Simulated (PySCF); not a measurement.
Input file:

```
{"job": {"kind": "uv", "xc": "wB97X-D", "basis": "def2-SVPD", "nstates": 8, "ntriplets": 3}, "charge": 0, "multiplicity": 1}
F     -1.726235     0.361103     1.361737
C     -1.224336     0.744772     0.113487
C     -1.133933    -0.492070    -0.771234
Si     0.350346    -1.544465    -0.195146
C      1.549488    -0.146173     0.324289
Si     0.537581     1.465512     0.406630
H     -1.961191     1.459235    -0.271053
H     -0.985129    -0.156488    -1.798256
H     -2.078711    -1.036011    -0.745938
H      0.866840    -2.358129    -1.301463
H     -0.006159    -2.398557     0.939609
H      2.371740    -0.051251    -0.381599
H      2.006586    -0.370344     1.285233
H      0.856530     2.388255    -0.689512
H      0.572170     2.142601     1.701303
```

Run with:

```sh
OMP_NUM_THREADS=1 python probes_run.py task.json out
```

Geometry: GFN2-xTB.

All numbers below come from PySCF 2.14.0, wB97X-D/def2-SVPD, SCF density, gas phase.

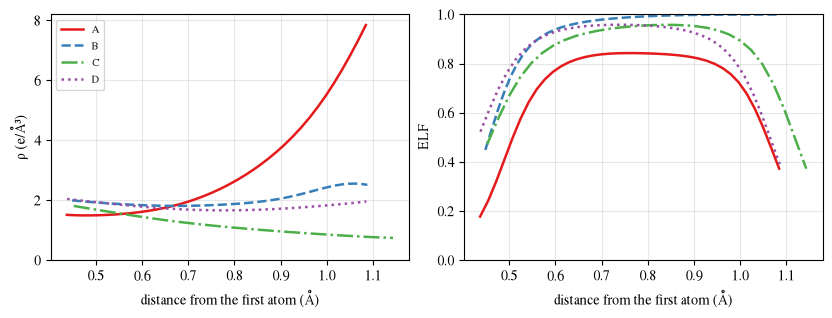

C3H9FSi2. Electron density and ELF along straight lines between neighbouring atoms. The curves leave out the atomic cores.

**Which curve belongs to which contact (C–C, C–F, C–H and C–Si)? The first atom named is at distance zero.**

Curve A: C–F (1.40 Å): ρ at the midpoint is about 2 e/Å³, with its minimum of 1.5 e/Å³ about 0.5 Å from C; the ELF peaks at about 0.85 between the atoms; a polar covalent bond. Curve B: C–H (1.09 Å): ρ is about 1.9 e/Å³ halfway; the ELF climbs to about 1 towards the hydrogen, as it does in any bond to H: a covalent bond by its length. Curve C: C–Si (1.90 Å): the density is about 0.9 e/Å³ at the midpoint; the ELF peaks at about 0.95 between the atoms, as expected for a covalent bond. Curve D: C–C (1.52 Å): ρ is about 1.7 e/Å³ halfway; the ELF peaks at about 0.95 between the atoms (a shared electron pair).
